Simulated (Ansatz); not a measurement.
C4H3N (SMILES C#CCC#N)

Input file:

```
crystal:
  periodic: [false, false, false]
  atoms:
    - {symbol: C, position_ang: [-0.663170, 1.869212, 0.133493]}
    - {symbol: C, position_ang: [-0.230053, 0.758319, 0.240740]}
    - {symbol: C, position_ang: [0.298183, -0.589945, 0.384897]}
    - {symbol: C, position_ang: [0.347063, -1.320757, -0.878153]}
    - {symbol: N, position_ang: [0.393245, -1.911498, -1.861546]}
    - {symbol: H, position_ang: [-1.049015, 2.856445, 0.033343]}
    - {symbol: H, position_ang: [-0.314431, -1.162367, 1.089561]}
    - {symbol: H, position_ang: [1.310377, -0.556510, 0.801866]}
basis:
  gaussian: {orbitals: def2-TZVPP}
hamiltonian: {xc: pbe0, dispersion: d4}
output: {orbitals: {seedname: orbitals}}
```

Command:

```sh
ansatz run in.yaml --threads 2 --pin off --events-out ev --progress --plain --max-ram 32768MiB --backend cpu
```

Geometry: PBE0-D4/def2-TZVP.

These are results of Ansatz, RKS PBE0-D4/def2-TZVPP, not measurements.

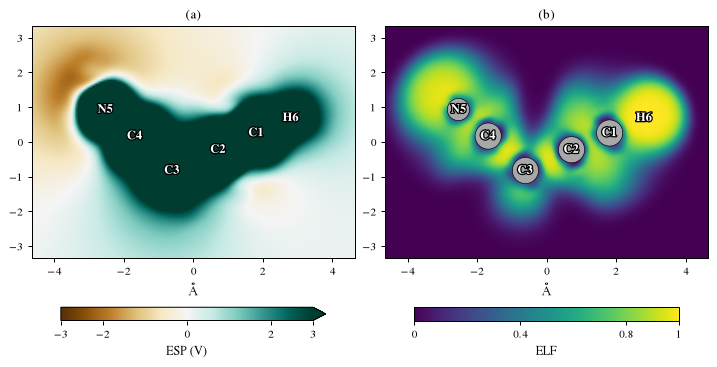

Figure 1. (a) electrostatic potential; (b) electron localisation function on the plane of atoms C2, C3 and C4. Grey discs cover the atomic cores in the ELF map.

Q: Describe what can be read from this map.

A: Atoms in the plane: C, N and H.
C–N (1.15 Å): the ELF peaks at about 0.85 between the atoms: a short, multiple covalent bond.
C–C (1.20 Å): the ELF peaks at about 0.85 between the atoms: a short, multiple covalent bond.
C–H (1.06 Å): the ELF climbs to about 1 towards the hydrogen, as it does in any bond to H; a covalent bond by its length.
The ELF also peaks beside N5, away from the bonds: lone-pair regions.
Outside the dense part of the molecule the potential is most negative (−2.1 V) near N5.

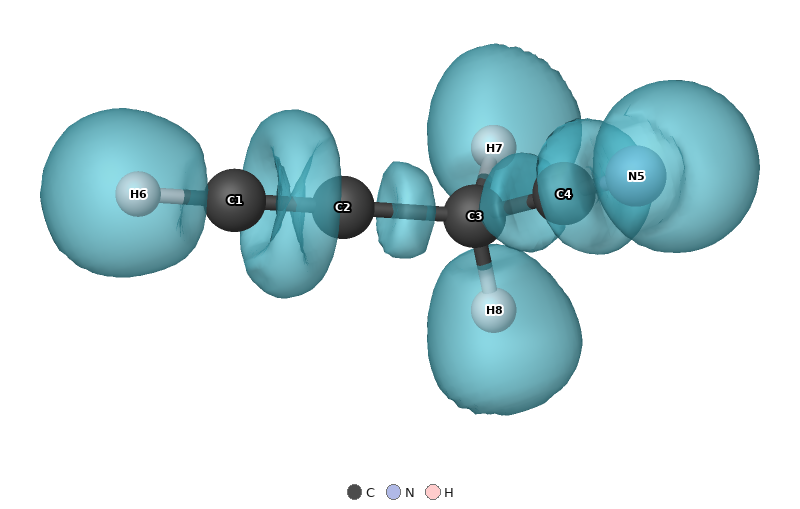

Figure 2. Isosurface of the electron localisation function at 0.8 (cyan), seen from one side. Only the valence region is drawn (cores and ρ < 0.01 e/Å³ removed).

Q: What do the ELF domains correspond to?

A: At this value the surface marks out three regions between bonded C–C atoms (shared pairs), one region between bonded C–N atoms (shared pairs), three regions around hydrogen nuclei and one lobe on N, pointing away from the bonds (lone pairs).

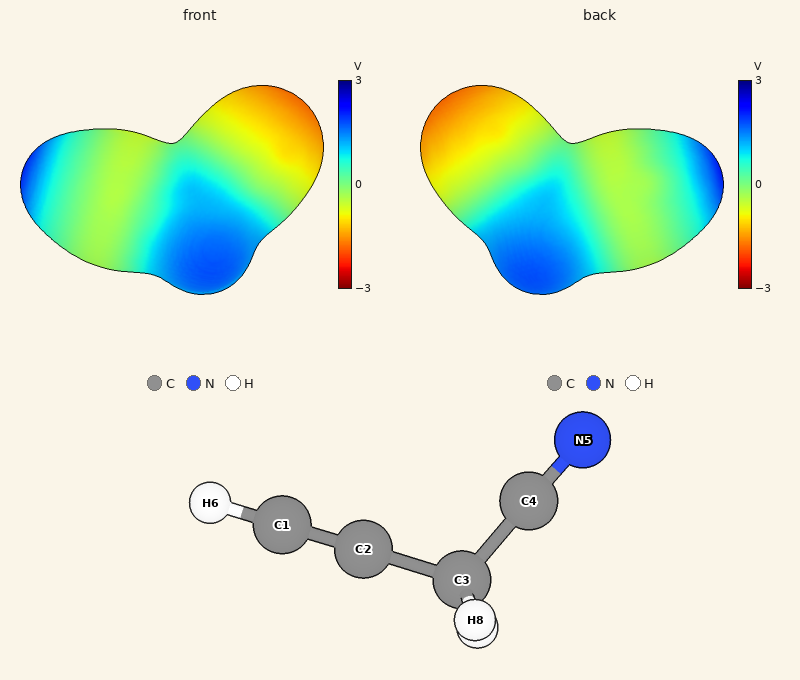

Figure 3. The molecular electrostatic potential painted on the density surface at 0.002 e/bohr³, seen from the front and from behind; the colour scale runs from red (negative) to blue (positive). The bare structure is drawn below in the same view.

Q: Which sites attract a positive test charge, and which a negative one?

A: A positive charge is drawn to the negative regions and a negative charge to the positive ones. The most negative region (about −1.8 V) lies over N5, the most positive (about +2.0 V) over H6. N5 is the likeliest acceptor of a hydrogen bond.

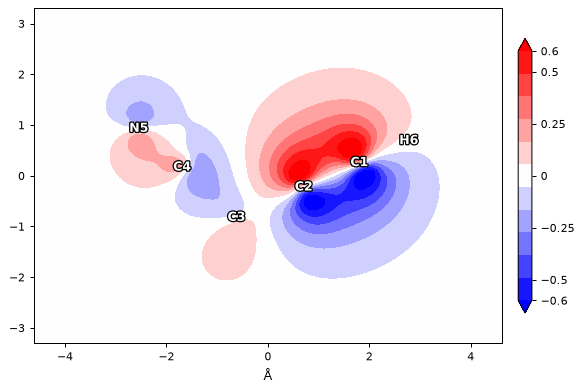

Figure 4. The HOMO−1 on the plane of atoms C2, C3 and C4 (values in Å⁻³ᐟ²; the overall sign is arbitrary).

Q: Describe this orbital and give its energy.

A: Its weight (Hirshfeld) is mainly on C1 (about 45 %) and C2 (about 40 %); π-bonding across C1–C2. Its energy is −8.66 eV.
